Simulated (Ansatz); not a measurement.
# C2H5BrSi: up Jacob's ladder to CCSD(T), part 2 of 2

Ansatz 0.2.0, Gaussian basis; functionals in def2-TZVPP, the program's frozen cores in correlated methods. The steps go on from the part before.

## (15) LC-ωPBE (range-separated)

File in.yaml:

```yaml
crystal:
  periodic: [false, false, false]
  atoms:
    - {symbol: Br, position_ang: [-2.315354, 0.394830, 0.844811]}
    - {symbol: C, position_ang: [-0.771507, 0.311419, -0.295129]}
    - {symbol: C, position_ang: [0.572356, 0.734697, 0.302952]}
    - {symbol: Si, position_ang: [0.472798, -1.052770, -0.179541]}
    - {symbol: H, position_ang: [-1.013157, 0.741072, -1.260268]}
    - {symbol: H, position_ang: [1.140957, 1.461103, -0.269186]}
    - {symbol: H, position_ang: [0.565423, 0.948776, 1.367187]}
    - {symbol: H, position_ang: [1.121658, -1.530312, -1.418441]}
    - {symbol: H, position_ang: [0.315325, -2.055115, 0.890514]}
basis:
  gaussian: {orbitals: def2-TZVPP}
hamiltonian: {xc: {name: LC-wPBE}}
output: {orbitals: {seedname: orbitals}}
```

Launch:

```
$ ansatz run in.yaml --threads 4 --pin off --events-out ev --progress --plain --max-ram 10444MiB
```

The program printed, shortened:

```text
Functional definition: LC-wPBE
  name "LC-wPBE"
  cite "Vydrov & Scuseria, J. Chem. Phys. 125, 234109 (2006) doi:10.1063/1.2409292"
  cite "Heyd & Scuseria, J. Chem. Phys. 120, 7274 (2004) doi:10.1063/1.1668634"
  cite "Ernzerhof & Perdew, J. Chem. Phys. 109, 3313 (1998) doi:10.1063/1.476928"
  cite "Perdew, Burke & Ernzerhof, Phys. Rev. Lett. 77, 3865 (1996) doi:10.1103/PhysRevLett.77.3865"
  parent pbe
[...]
1319 factors; their error is unknown
398 factors; integrals over basis functions are off by at most 3.5e-5 eV
[...]
mean field -80065.78007108 eV, -2942.3631470773 hartree, gradient 1.6e-5 eV, S^2 0.000000; 0 other end points of the search recorded, 0 dependent functions left out
reference -80065.78007109 eV, -2942.3631470776 hartree; 33, 33 occupied and 189, 189 virtual orbitals, 1319 factors
Total energy: -80065.78007109 eV, -2942.3631470776 hartree
```

It took 1.6 s on 4 threads of INTEL XEON PLATINUM 8581C at 2.30GHz, shared host.

With the free atoms at this level, -80034.187 eV in sum, the atomisation energy is 3048.2 kJ/mol. HOMO -9.56 eV, LUMO 1.70 eV.

## (16) ωB97X-V (range-separated)

in.yaml, as its differences from that of step 15:

```diff
@@ -14,3 +14,3 @@
   gaussian: {orbitals: def2-TZVPP}
-hamiltonian: {xc: {name: LC-wPBE}}
+hamiltonian: {xc: {name: wB97X-V}}
 output: {orbitals: {seedname: orbitals}}
```

Same command.

The program printed, shortened:

```text
Functional definition: wB97X-V
  name "wB97X-V"
  cite "Mardirossian & Head-Gordon, Phys. Chem. Chem. Phys. 16, 9904 (2014) doi:10.1039/C3CP54374A"
  cite "Becke, J. Chem. Phys. 107, 8554 (1997) doi:10.1063/1.475007"
  cite "Vydrov & Van Voorhis, J. Chem. Phys. 133, 244103 (2010) doi:10.1063/1.3521275"
[...]
      + integral(e_c_pw_opposite_spin*poly(b97_u_opposite, cos0, cos1)) + vv10(b, c)
1359 factors; their error is unknown
287 factors; integrals over basis functions are off by at most 2.8e-5 eV
[...]
mean field -80071.08742133 eV, -2942.5581886013 hartree, gradient 4.7e-5 eV, S^2 0.000000; 0 other end points of the search recorded, 0 dependent functions left out
reference -80071.08741933 eV, -2942.5581885281 hartree; 33, 33 occupied and 189, 189 virtual orbitals, 1359 factors
Total energy: -80071.08741933 eV, -2942.5581885281 hartree
```

Run time: 4.1 s. Hardware: 4 threads of INTEL XEON PLATINUM 8581C at 2.30GHz, shared host; peak memory 0.74 GiB.

With the free atoms at this level, -80039.213 eV in sum, the atomisation energy is 3075.4 kJ/mol. HOMO -9.22 eV, LUMO 1.56 eV.

## (17) ωB97M-V (range-separated)

in.yaml, as its differences from that of step 16:

```diff
@@ -14,3 +14,3 @@
   gaussian: {orbitals: def2-TZVPP}
-hamiltonian: {xc: {name: wB97X-V}}
-output: {orbitals: {seedname: orbitals}}
+hamiltonian: {xc: {name: wB97M-V}}
+output: {forces: true, orbitals: {seedname: orbitals}}
```

Launched as before.

The program printed, shortened:

```text
Functional definition: wB97M-V
  name "wB97M-V"
  cite "Mardirossian & Head-Gordon, J. Chem. Phys. 144, 214110 (2016) doi:10.1063/1.4952647"
  cite "Becke, J. Chem. Phys. 107, 8554 (1997) doi:10.1063/1.475007"
  cite "Vydrov & Van Voorhis, J. Chem. Phys. 133, 244103 (2010) doi:10.1063/1.3521275"
  # Of w^i u^j: cxij and so on, Table III.
[...]
  gx(w, u) = 1 - cx + cx01*u + cx10*w
  gss(w, u) = css00 + css04*u^4 + css10*w + css20*w^2 + css43*w^4*u^3
  gos(w, u) = cos00 + cos10*w + (cos20 + cos21*u)*w^2 + (cos60 + cos61*u)*w^6
[...]
      + integral(e_c_pw_mod_opposite_spin*gos(b97_w_opposite, b97_u_opposite)) + vv10(b, c)
1354 factors; their error is unknown
287 factors; integrals over basis functions are off by at most 2.8e-5 eV
[...]
Total energy: -80073.64233926 eV, -2942.6520801035 hartree
Atom 0 at    -2.315354     0.394830     0.844811 Å, force    -0.018394    -0.003134     0.053946 eV/Å
Atom 1 at    -0.771507     0.311419    -0.295129 Å, force    -0.102706    -0.060169    -0.210676 eV/Å
Atom 2 at     0.572356     0.734697     0.302952 Å, force     0.196693     0.057162     0.086827 eV/Å
Atom 3 at     0.472798    -1.052770    -0.179541 Å, force     0.026577    -0.081843    -0.011594 eV/Å
Atom 4 at    -1.013157     0.741072    -1.260268 Å, force     0.042895    -0.028850     0.094146 eV/Å
Atom 5 at     1.140957     1.461103    -0.269186 Å, force    -0.052744    -0.060584     0.047136 eV/Å
Atom 6 at     0.565423     0.948776     1.367187 Å, force    -0.022830    -0.001274    -0.083705 eV/Å
Atom 7 at     1.121658    -1.530312    -1.418441 Å, force    -0.080745     0.058741     0.152053 eV/Å
Atom 8 at     0.315325    -2.055115     0.890514 Å, force     0.011253     0.119950    -0.128132 eV/Å
Dipole moment:     0.385715    -0.073895    -0.195764 e Å
```

Run time: 5.5 s. Hardware: 4 threads of INTEL XEON PLATINUM 8581C at 2.30GHz, shared host; peak memory 0.84 GiB.

With the free atoms at this level, -80041.848 eV in sum, the atomisation energy is 3067.7 kJ/mol. HOMO -9.09 eV, LUMO 1.31 eV.

## (18) B2PLYP (double hybrid)

in.yaml, as its differences from that of step 17:

```diff
@@ -14,3 +14,2 @@
   gaussian: {orbitals: def2-TZVPP}
-hamiltonian: {xc: {name: wB97M-V}}
-output: {forces: true, orbitals: {seedname: orbitals}}
+hamiltonian: {xc: {name: B2PLYP}}
```

The command is unchanged.

The program printed, shortened:

```text
Functional definition: B2PLYP
  name "B2PLYP"
  cite "Grimme, J. Chem. Phys. 124, 034108 (2006) doi:10.1063/1.2148954"
  cite "Becke, Phys. Rev. A 38, 3098 (1988) doi:10.1103/PhysRevA.38.3098"
  cite "Lee, Yang & Parr, Phys. Rev. B 37, 785 (1988) doi:10.1103/PhysRevB.37.785"
[...]
1330 factors; integrals over basis functions are off by at most 9.3e-4 eV
[...]
mean field -80056.94775944 eV, -2942.0385656114 hartree, gradient 8.7e-6 eV, S^2 0.000000; 0 other end points of the search recorded, 0 dependent functions left out
16 core orbitals not correlated: weight in the atoms' cores, before any rotation towards them, 1.000 or more for the frozen orbitals, at most 0.000 for the correlated occupied ones
reference -80056.94792666 eV, -2942.0385717563 hartree; 17, 17 occupied and 189, 189 virtual orbitals, 1330 factors
second order -24.30693855 eV of doubles, -0.00000000 eV of singles
Total energy: -80063.51080007 eV, -2942.2797529057 hartree
```

Wall time 2.8 s (4 threads of INTEL XEON PLATINUM 8581C at 2.30GHz, shared host); peak memory 0.6 GiB.

Atomisation energy: 3020.5 kJ/mol (free atoms -80032.205 eV, run apart).

## (19) PBE-QIDH (double hybrid)

in.yaml, as its differences from that of step 18:

```diff
@@ -14,2 +14,2 @@
   gaussian: {orbitals: def2-TZVPP}
-hamiltonian: {xc: {name: B2PLYP}}
+hamiltonian: {xc: {name: PBE-QIDH}}
```

Same command.

The program printed, shortened:

```text
Functional definition: PBE-QIDH
  name "PBE-QIDH"
  cite "Brémond, Sancho-García, Pérez-Jiménez & Adamo, J. Chem. Phys. 141, 031101 (2014) doi:10.1063/1.4890314"
  cite "Perdew, Burke & Ernzerhof, Phys. Rev. Lett. 77, 3865 (1996) doi:10.1103/PhysRevLett.77.3865"
[...]
1330 factors; integrals over basis functions are off by at most 9.3e-4 eV
[...]
mean field -80046.67149097 eV, -2941.6609197105 hartree, gradient 4.0e-6 eV, S^2 0.000000; 0 other end points of the search recorded, 0 dependent functions left out
16 core orbitals not correlated: weight in the atoms' cores, before any rotation towards them, 1.000 or more for the frozen orbitals, at most 0.000 for the correlated occupied ones
reference -80046.67150347 eV, -2941.6609201700 hartree; 17, 17 occupied and 189, 189 virtual orbitals, 1330 factors
second order -22.60344976 eV of doubles, -0.00000000 eV of singles
Total energy: -80054.20598673 eV, -2941.9378073225 hartree
```

Run time: 3 s. Hardware: 4 threads of INTEL XEON PLATINUM 8581C at 2.30GHz, shared host; peak memory 0.6 GiB.

With the free atoms at this level, -80022.488 eV in sum, the atomisation energy is 3060.3 kJ/mol.

## (20) Orbital energies across the functionals

Dipoles come from the runs that computed forces. Levels, from each run's orbital file:

| functional | HOMO (eV) | LUMO (eV) | gap (eV) | dipole (D) |
| --- | --- | --- | --- | --- |
| LDA (SPW92) | -5.96 | -1.62 | 4.34 |  |
| PBE-D4 | -5.82 | -1.42 | 4.39 | 1.92 |
| revPBE-D4 | -5.77 | -1.35 | 4.42 |  |
| BLYP-D4 | -5.67 | -1.29 | 4.37 |  |
| r2SCAN-D4 | -6.04 | -1.20 | 4.85 | 2.08 |
| B97M-V | -6.12 | -1.22 | 4.90 |  |
| PBE0-D4 | -6.95 | -0.51 | 6.44 |  |
| B3LYP-D4 | -6.74 | -0.73 | 6.01 | 2.08 |
| r2SCANh-D4 | -6.47 | -0.86 | 5.60 |  |
| r2SCAN0-D4 | -7.10 | -0.38 | 6.72 |  |
| HSE06-D4 | -6.56 | -0.89 | 5.67 |  |
| BHLYP-D4 | -7.96 | 0.41 | 8.38 |  |
| CAM-B3LYP-D4 | -8.24 | 0.54 | 8.78 |  |
| LC-ωPBE | -9.56 | 1.70 | 11.26 |  |
| ωB97X-V | -9.22 | 1.56 | 10.78 |  |
| ωB97M-V | -9.09 | 1.31 | 10.40 | 2.11 |

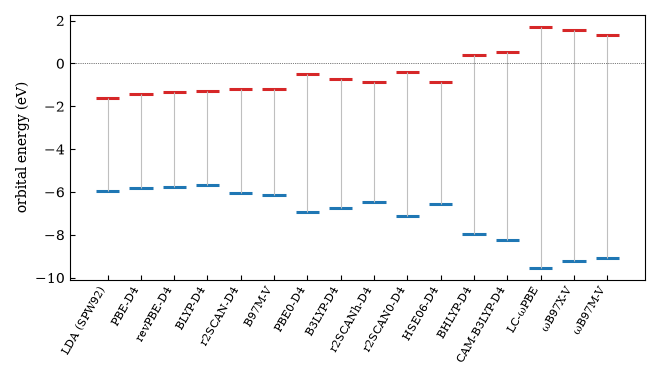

Highest occupied (blue) and lowest empty (red) level by functional.

## (21) CCSD(T) in def2-SVP

in.yaml, as its differences from that of step 19:

```diff
@@ -13,3 +13,3 @@
 basis:
-  gaussian: {orbitals: def2-TZVPP}
-hamiltonian: {xc: {name: PBE-QIDH}}
+  gaussian: {orbitals: def2-SVP}
+correlation: {method: ccsd_t}
```

Launched as before.

The program printed, shortened:

```text
Functional definition: HF
  name "HF"
  cite "Fock, Z. Phys. 61, 126 (1930) doi:10.1007/BF01340294"
  parent pbe
[...]
1024 factors; integrals over basis functions are off by at most 1.1e-3 eV
[...]
mean field -79987.18103034 eV, -2939.4746856065 hartree, gradient 2.5e-6 eV, S^2 0.000000; 0 other end points of the search recorded, 0 dependent functions left out
16 core orbitals not correlated: weight in the atoms' cores, before any rotation towards them, 1.000 or more for the frozen orbitals, at most 0.000 for the correlated occupied ones
reference -79987.18103034 eV, -2939.4746856065 hartree; 17, 17 occupied and 70, 70 virtual orbitals, 1024 factors
second order -16.54973534 eV of doubles, -0.00000000 eV of singles
cycle   1  -17.04607390 eV  change   -5.0e-1 eV  update   8.8e-2
[...]
cycle   9  -17.57570298 eV  change    2.1e-6 eV  update   1.7e-5
perturbative correction -0.53678452 eV, -0.0197264672 hartree
Total energy: -80005.29351784 eV, -2940.1403072448 hartree
```

Run time: 2.6 s. Hardware: 4 threads of INTEL XEON PLATINUM 8581C at 2.30GHz, shared host.

## (22) CCSD(T) in def2-TZVPP

in.yaml, as its differences from that of step 21:

```diff
@@ -13,3 +13,4 @@
 basis:
-  gaussian: {orbitals: def2-SVP}
+  gaussian: {orbitals: def2-TZVPP}
 correlation: {method: ccsd_t}
+output: {orbitals: {seedname: orbitals}}
```

Launched as before.

The program printed, shortened:

```text
Functional definition: HF
  name "HF"
  cite "Fock, Z. Phys. 61, 126 (1930) doi:10.1007/BF01340294"
  parent pbe
[...]
1330 factors; integrals over basis functions are off by at most 9.3e-4 eV
[...]
mean field -80000.97076203 eV, -2939.9814488991 hartree, gradient 2.6e-6 eV, S^2 0.000000; 0 other end points of the search recorded, 0 dependent functions left out
16 core orbitals not correlated: weight in the atoms' cores, before any rotation towards them, 1.000 or more for the frozen orbitals, at most 0.000 for the correlated occupied ones
reference -80000.97076203 eV, -2939.9814488991 hartree; 17, 17 occupied and 189, 189 virtual orbitals, 1330 factors
second order -20.09525582 eV of doubles, -0.00000000 eV of singles
cycle   1  -20.44105442 eV  change   -3.5e-1 eV  update   9.5e-2
[...]
cycle   9  -21.05133968 eV  change   -1.7e-5 eV  update   2.5e-5
perturbative correction -0.87003460 eV, -0.0319731819 hartree
Total energy: -80022.89213632 eV, -2940.7870445452 hartree
```

Wall time 45 s (4 threads of INTEL XEON PLATINUM 8581C at 2.30GHz, shared host); peak memory 3.5 GiB.

## (23) MP2 in def2-QZVPP

in.yaml, as its differences from that of step 22:

```diff
@@ -13,4 +13,3 @@
 basis:
-  gaussian: {orbitals: def2-TZVPP}
-correlation: {method: ccsd_t}
-output: {orbitals: {seedname: orbitals}}
+  gaussian: {orbitals: "def2-QZVPP.json"}
+correlation: {method: mp2}
```

Launched as before.

The program printed:

```text
Functional definition: HF
  name "HF"
  cite "Fock, Z. Phys. 61, 126 (1930) doi:10.1007/BF01340294"
  parent pbe
  exchange = exact_x
  correlation = 0
2562 factors; integrals over basis functions are off by at most 8.4e-4 eV
mean field evaluation 1: about -79999.6078 eV, gradient 3.2e1 eV
mean field evaluation 2: about -79999.7337 eV, gradient 3.2e1 eV
mean field evaluation 4: about -80002.5946 eV, gradient 4.3e0 eV
mean field evaluation 8: about -80002.6567 eV, gradient 2.5e-1 eV
mean field -80002.65710745 eV, -2940.0434209502 hartree, gradient 3.1e-6 eV, S^2 0.000000; 0 other end points of the search recorded, 0 dependent functions left out
16 core orbitals not correlated: weight in the atoms' cores, before any rotation towards them, 1.000 or more for the frozen orbitals, at most 0.000 for the correlated occupied ones
reference -80002.65710745 eV, -2940.0434209502 hartree; 17, 17 occupied and 390, 390 virtual orbitals, 2562 factors
second order -29.55591626 eV of doubles, -0.00000000 eV of singles
Total energy: -80032.21302371 eV, -2941.1295808389 hartree
```

Run time: 14 s. Hardware: 4 threads of INTEL XEON PLATINUM 8581C at 2.30GHz, shared host; peak memory 2.4 GiB.

The pieces so far (eV):

| basis | HF | MP2 correlation | CCSD correlation | (T) | total |
| --- | --- | --- | --- | --- | --- |
| def2-SVP | -79987.1810 | -16.5497 | -17.5757 | -0.5368 | -80005.2935 |
| def2-TZVPP | -80000.9708 | -20.0953 | -21.0513 | -0.8700 | -80022.8921 |
| def2-QZVPP | -80002.6571 | -29.5559 |  |  | -80032.2130 (MP2) |

The report of the def2-TZVPP run gives T1 = 0.0097.

## (24) From triple and quadruple zeta to the limit

No new run: Hartree-Fock is extrapolated as exp(−7.88√X) and correlation as X^−2.97, with X = 3 and 4; only MP2 was run in the larger set, so CCSD(T) minus MP2 is added from the smaller one.

| level | energy at the limit (eV) |
| --- | --- |
| HF | -80002.8894 |
| MP2 | -80039.4532 |
| CCSD | -80040.4093 |
| CCSD(T) | -80041.2793 |

This is no true limit for total energies: MP2 correlation changes by a factor of 1.47 from triple to quadruple zeta (about 1.07 in light molecules), because outer-core shells are correlated in sets not made for them. Much of that cancels between molecule and atoms or ions.

## (25) RPA on PBE orbitals

in.yaml, as its differences from that of step 23:

```diff
@@ -13,3 +13,4 @@
 basis:
-  gaussian: {orbitals: "def2-QZVPP.json"}
-correlation: {method: mp2}
+  gaussian: {orbitals: def2-TZVPP}
+hamiltonian: {xc: pbe}
+correlation: {method: rpa}
```

The command is unchanged.

The program printed, shortened:

```text
Functional definition: PBE
  name "PBE"
  cite "Perdew, Burke & Ernzerhof, Phys. Rev. Lett. 77, 3865 (1996) doi:10.1103/PhysRevLett.77.3865"
  parent pbe
[...]
1330 factors; integrals over basis functions are off by at most 9.3e-4 eV
[...]
mean field -80061.74469283 eV, -2942.2148496617 hartree, gradient 2.3e-6 eV, S^2 0.000000; 0 other end points of the search recorded, 0 dependent functions left out
16 core orbitals not correlated: weight in the atoms' cores, before any rotation towards them, 1.000 or more for the frozen orbitals, at most 0.000 for the correlated occupied ones
reference -79999.61033004 eV, -2939.9314539456 hartree; 17, 17 occupied and 189, 189 virtual orbitals, 1330 factors
Total energy: -80032.32850914 eV, -2941.1338248504 hartree
```

It took 2.4 s on 4 threads of INTEL XEON PLATINUM 8581C at 2.30GHz, shared host; peak memory 0.55 GiB.

RPA correlation: -32.718 eV. No RPA run of the hydrogen atom was made, so RPA has no atomisation energy below.

## (26) All levels against the reference

Free atoms (1 Br, 2 C, 1 Si, 5 H) were run apart at each level; the atomisation energy is their sum less the molecule, without zero-point or spin-orbit terms.

Differences are taken before rounding.

| method | rung | atoms, summed (eV) | atomisation energy (kJ/mol) | from CCSD(T)/CBS (kJ/mol) | time |
| --- | --- | --- | --- | --- | --- |
| LDA (SPW92) | LDA | -79894.273 | 3507.0 | +440.4 | 0.95 s |
| PBE-D4 | GGA | -80029.602 | 3121.6 | +55.0 | 1.3 s |
| revPBE-D4 | GGA | -80040.046 | 3051.6 | -14.9 | 1.1 s |
| BLYP-D4 | GGA | -80047.659 | 3035.0 | -31.5 | 1.1 s |
| r2SCAN-D4 | meta-GGA | -80044.996 | 3079.7 | +13.1 | 2.2 s |
| B97M-V | meta-GGA | -80032.957 | 3075.0 | +8.5 | 3.7 s |
| PBE0-D4 | hybrid | -80033.512 | 3081.5 | +15.0 | 2 s |
| B3LYP-D4 | hybrid | -80049.443 | 3051.4 | -15.2 | 2.9 s |
| r2SCANh-D4 | hybrid | -80045.012 | 3064.4 | -2.1 | 2.8 s |
| r2SCAN0-D4 | hybrid | -80045.051 | 3042.9 | -23.6 | 2.7 s |
| HSE06-D4 | hybrid | -80033.286 | 3083.6 | +17.1 | 2 s |
| BHLYP-D4 | hybrid | -80047.006 | 2978.4 | -88.1 | 1.8 s |
| CAM-B3LYP-D4 | range-separated | -80050.018 | 3059.0 | -7.5 | 2 s |
| LC-ωPBE | range-separated | -80034.187 | 3048.2 | -18.3 | 1.6 s |
| ωB97X-V | range-separated | -80039.213 | 3075.4 | +8.8 | 4.1 s |
| ωB97M-V | range-separated | -80041.848 | 3067.7 | +1.2 | 5.5 s |
| B2PLYP | double hybrid | -80032.205 | 3020.5 | -46.0 | 2.8 s |
| PBE-QIDH | double hybrid | -80022.488 | 3060.3 | -6.2 | 3 s |
| HF/def2-TZVPP | wavefunction | -79977.882 | 2227.7 | -838.8 |  |
| MP2/def2-TZVPP | wavefunction | -79989.677 | 3028.6 | -38.0 |  |
| CCSD/def2-TZVPP | wavefunction | -79991.601 | 2935.2 | -131.3 |  |
| CCSD(T)/def2-SVP | wavefunction | -79975.388 | 2885.5 | -181.1 | 2.6 s |
| CCSD(T)/def2-TZVPP | wavefunction | -79991.964 | 2984.1 | -82.4 | 45 s |
| MP2/CBS | wavefunction | -80007.210 | 3111.0 | +44.4 |  |
| CCSD(T)/CBS | wavefunction | -80009.497 | 3066.5 | 0 | 59 s |

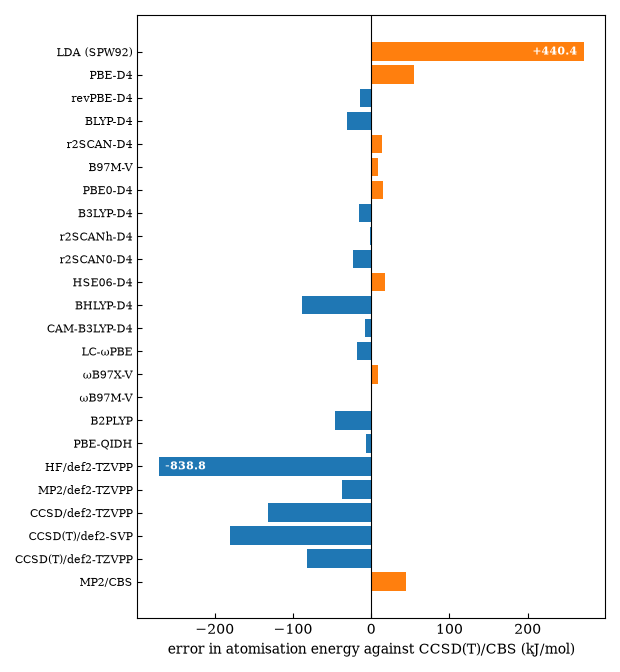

Deviations from CCSD(T)/CBS, method by method. Bars with a number in them are cut short.

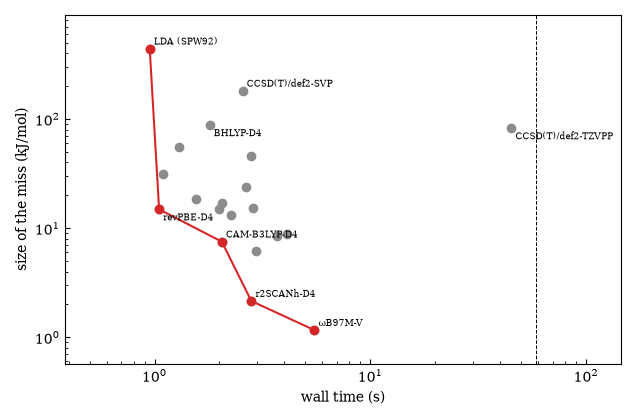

Accuracy for the time spent; red marks the levels that beat every quicker one drawn (of those quicker than the yardstick), and the dashed line is the time of CCSD(T)/CBS. Only those levels and the largest misses are named. Times are from a shared host.

LDA (SPW92), LC-ωPBE, B2PLYP, PBE-QIDH carry no dispersion term (for B3LYP, D4 adds 33.2 kJ/mol).

Times are those of the molecule's run; HF, MP2 and CCSD come out of the CCSD(T) runs, and the limit's time is the sum of the runs that it needs.

## (27) Summary of results

What follows sums up all 2 parts.

| quantity | value |
| --- | --- |
| atomisation energy, CCSD(T)/CBS | 3066.5 kJ/mol |
| functionals within 30.7 kJ/mol (1.0 %) | revPBE-D4, r2SCAN-D4, B97M-V, PBE0-D4, B3LYP-D4, r2SCANh-D4, r2SCAN0-D4, HSE06-D4, CAM-B3LYP-D4, LC-ωPBE, ωB97X-V, ωB97M-V, PBE-QIDH |
| farthest beyond LDA | BHLYP-D4 (-88.1 kJ/mol) |
| mean size of error, GGA | 33.8 kJ/mol |
| mean size of error, meta-GGA | 10.8 kJ/mol |
| mean size of error, hybrid | 26.9 kJ/mol |
| mean size of error, range-separated | 9.0 kJ/mol |
| mean size of error, double hybrid | 26.1 kJ/mol |
| gap, smallest and largest | 4.34 eV (LDA (SPW92)), 11.26 eV (LC-ωPBE) |
| T1 diagnostic | 0.0097 |
| triples share of the correlation energy | 4.0 % |

In words: The LDA atomisation energy is off by 440.4 kJ/mol (14 %): it overbinds. PBE-D4 is off by +55.0 kJ/mol. Double hybrids carry the basis error of their MP2 part in triple zeta, and no dispersion term here, so their miss is partly the set-up's. The rungs range-separated, meta-GGA, double hybrid, hybrid miss on average by less than the doubt on the reference (30.7 kJ/mol), so they tie. The reference freezes the cores and leaves out relativity and excitations past (T), and its outer-core shells are covered unevenly, so misses under about 30.7 kJ/mol can't be ranked. All levels share the lack of spin-orbit coupling, which lowers the free heavy atoms and so the true binding. Hartree-Fock recovers 73 % of the binding; the rest is correlation. CCSD(T) in def2-SVP is off by -181.1 kJ/mol, so the small basis spoils what the method gains. Orbital gaps span 4.3 to 11.3 eV; exact exchange widens them. Correlated methods include outer-core shells of Br, which these sets cover unevenly.

ωB97M-V reaches 1.2 kJ/mol from the reference in 5.5 s, where CCSD(T)/CBS took 59 s; the quickest level in the cost chart, LDA (SPW92), takes 0.95 s and misses by 440.4 kJ/mol.
